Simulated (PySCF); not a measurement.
# NOF (SMILES O=NF) at 6 levels

Wanted: a comparison of 6 runs (PBE0/def2-TZVPP, TPSS/def2-TZVPP, wB97M-V/def2-TZVPP, wB97X/def2-TZVPP, SCS-MP2/def2-TZVPP, CCSD(T)/def2-TZVPP) of NOF. The job is set up through a Python script.

The results are computed with PySCF 2.14.0.

2 further runs of the same task are left out: 2 set aside as unsound or not needed.

## Step 1: The system as given

NOF has 3 atoms, charge 0, and is taken as a singlet. SMILES: `O=NF`. The N2–F3 distance was set to 2.670 Å, away from the relaxed value. At this shape a bond of the SMILES string is far longer than usual.

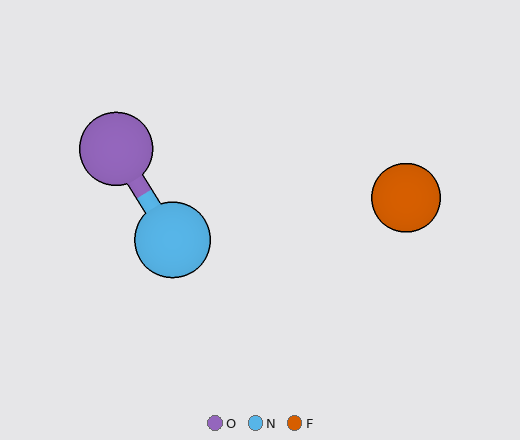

Viewed from a chosen angle; oxygen purple, nitrogen blue, fluorine orange.

## Step 2: A single-point energy at PBE0/def2-TZVPP (run 1)

The input, job.py:

```python
from pyscf import gto, dft

molecule = gto.M(
    atom='''
O      1.801337    -0.334733     0.956393
N      1.081917    -1.060243     0.481563
F     -1.017290     0.239580    -0.534650
''',
    charge=0,
    verbose=3,
    max_memory=1860,
    basis='def2-tzvpp',
)

calc0 = dft.RKS(molecule, xc='pbe0')
calc0.conv_tol = 1e-10
calc0.grids.level = 5
calc0.kernel()
if not calc0.converged:
    calc0 = calc0.newton().run(calc0.mo_coeff, calc0.mo_occ)

e_final = calc0.e_tot
print('Final energy', e_final)
```

Run with:

```bash
$ OMP_NUM_THREADS=1 python job.py
```

Log:

```text
converged SCF energy = -229.483095831842
Final energy -229.48309583184198
```

Run time: 14 s. Hardware: 1 thread of Arm Neoverse V2, shared host; peak memory 0.44 GiB.

## Step 3: The energy at TPSS/def2-TZVPP (run 2)

The input, run.py:

```python
from pyscf import gto, dft

mol = gto.M(
    atom=[
    ('O', (1.801337, -0.334733, 0.956393)),
    ('N', (1.081917, -1.060243, 0.481563)),
    ('F', (-1.017290, 0.239580, -0.534650)),
],
    max_memory=1860,
    spin=0,
    basis='def2-tzvpp',
    verbose=3,
)

ks = dft.RKS(mol)
ks.xc = 'tpss'
ks.conv_tol = 1e-10
ks.grids.level = 5
ks.kernel()
if not ks.converged:
    ks = ks.newton().run(ks.mo_coeff, ks.mo_occ)

e_final = ks.e_tot
print(f'total energy: {e_final:.8f} hartree')
```

Run with:

```bash
$ OMP_NUM_THREADS=1 python run.py
```

Log:

```text
converged SCF energy = -229.775330179755
total energy: -229.77533018 hartree
```

Run time: 52 s. Hardware: 1 thread of Arm Neoverse V2, shared host; peak memory 0.48 GiB.

Runs 3 to 5 aren't shown in full; the table further down has their settings and results.

## Step 4: The energy at CCSD(T)/def2-TZVPP (run 6)

The input, calc.py:

```python
from pyscf import gto, cc

mol = gto.M(
    atom='O 1.801337 -0.334733 0.956393; N 1.081917 -1.060243 0.481563; F -1.017290 0.239580 -0.534650',
    verbose=4,
    max_memory=1860,
    basis='def2-tzvpp',
    spin=0,
)

mf = mol.RHF()
mf.conv_tol = 1e-10
mf.kernel()
if not mf.converged:
    mf = mf.newton().run(mf.mo_coeff, mf.mo_occ)

mycc = cc.CCSD(mf, frozen=3)
mycc.kernel()
e_t = mycc.ccsd_t()
etot = mycc.e_tot + e_t
print('E = %.10f Eh' % etot)
```

Run with:

```bash
$ OMP_NUM_THREADS=1 python calc.py
```

Log:

```text
PySCF version 2.14.0

[INPUT] num. atoms = 3
[INPUT] num. electrons = 24
[INPUT] charge = 0
[INPUT] spin (= nelec alpha-beta = 2S) = 0
[INPUT] symmetry False subgroup None
[INPUT] Mole.unit = angstrom
[INPUT] Symbol           X                Y                Z      unit          X                Y                Z       unit  Magmom
[INPUT]  1 O      1.801337000000  -0.334733000000   0.956393000000 AA    3.404033588046  -0.632553694854   1.807320837451 Bohr   0.0
[INPUT]  2 N      1.081917000000  -1.060243000000   0.481563000000 AA    2.044526819511  -2.003568895487   0.910022181724 Bohr   0.0
[INPUT]  3 F     -1.017290000000   0.239580000000  -0.534650000000 AA   -1.922399489259   0.452740584923  -1.010342072499 Bohr   0.0

nuclear repulsion = 50.5477780903846
number of shells = 33
number of NR pGTOs = 138
number of NR cGTOs = 93
basis = def2-tzvpp
ecp = {}

[... 55 lines left out ...]
converged SCF energy = -228.595503221772
[... 12 lines left out ...]
Init t2, MP2 energy = -229.317308174141  E_corr(MP2) -0.721804952368826
[... 37 lines left out ...]
CCSD converged
[... 2 lines left out ...]
E = -229.3643912734 Eh
```

Wall time 51 s (1 thread of Arm Neoverse V2, shared host); peak memory 0.53 GiB.

## Step 5: All runs side by side

```
run               level  nlc grid  integration grid  energy (Eh)  dipole moment (D) of the reference  HOMO energy (eV)  LUMO energy (eV)  wall time
  1     PBE0/def2-TZVPP         –                 5  -229.483096                                6.72             -8.06             -5.65       14 s
  2     TPSS/def2-TZVPP         –                 5  -229.775330                                5.83             -6.64             -6.37       52 s
  3  wB97M-V/def2-TZVPP         1                 5  -229.655091                                7.41             -9.85             -3.49       44 s
  4    wB97X/def2-TZVPP         –                 5  -229.652776                                7.48             -9.97             -3.60       16 s
  5  SCS-MP2/def2-TZVPP         –                 –  -229.297864                               10.33            -10.29             -2.45      1.9 s
  6  CCSD(T)/def2-TZVPP         –                 –  -229.364391                               10.33            -10.29             -2.45       51 s
```

## Step 6: Summary of results

| quantity | value |
| --- | --- |
| run 6: total energy | -229.36439 Eh |
| run 6: dipole moment (Hartree–Fock density) | 10.33 D |
| run 6: HOMO energy (Hartree–Fock orbitals) | -10.29 eV |
| run 6: LUMO energy (Hartree–Fock orbitals) | -2.45 eV |
| run 6: HOMO–LUMO gap (Hartree–Fock orbitals) | 7.84 eV |
| run 6: correlation energy (3 core orbitals frozen) | -768.9 mEh |
| run 6: (T) correction | -64.13 mEh |
| run 6: T1 diagnostic | 0.082 |

In words: Over runs 1, 2, 3, 4 the dipole moment (its size) runs from 5.83 D (TPSS/def2-TZVPP) to 7.48 D (wB97X/def2-TZVPP). Over runs 1, 2, 3, 4 the HOMO–LUMO gap runs from 0.28 eV (TPSS/def2-TZVPP) to 6.37 eV (wB97X/def2-TZVPP). Totals of different functionals can't be ranked against each other. In run 6 the T1 diagnostic is large, so a single reference may not serve. In runs 1, 2, 3, 4, 5, 6 a closed-shell determinant meets a far-stretched bond, which it describes badly. All runs together took 3 min, the longest 52 s.
